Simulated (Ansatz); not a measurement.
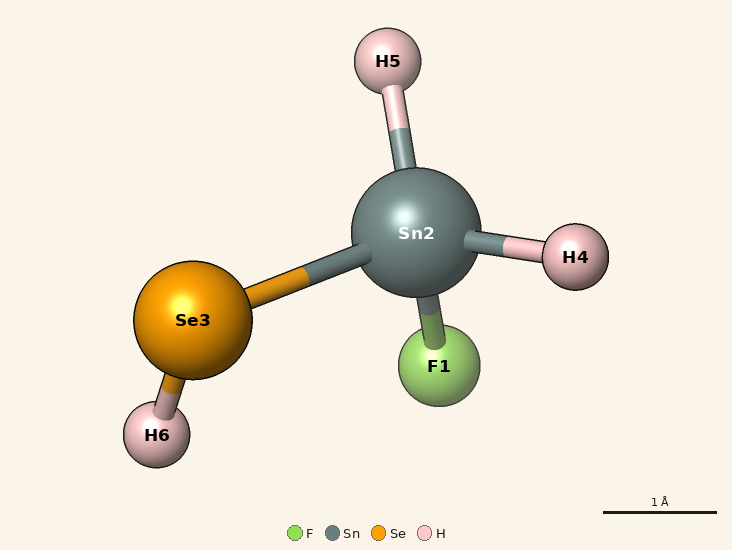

Simulated data, not a measurement (program: Ansatz).

Orthographic view. Atoms fade into the background with distance from the viewer. Geometry: moved along internal coordinates away from the minimum.

Write a Z-matrix (Å, degrees) in the order of the atom numbers, with these reference atoms: 2 to 1; 3 to 2, 1; 4 to 2, 1, 3; 5 to 2, 4, 1; 6 to 3, 2, 4.

```
F  
Sn   1   1.925
Se   2   2.507   1   107.7
H    2   1.698   1   104.8   3   116.6
H    2   1.699   4   117.7   1  -114.7
H    3   1.469   2    91.5   4  -119.1
```
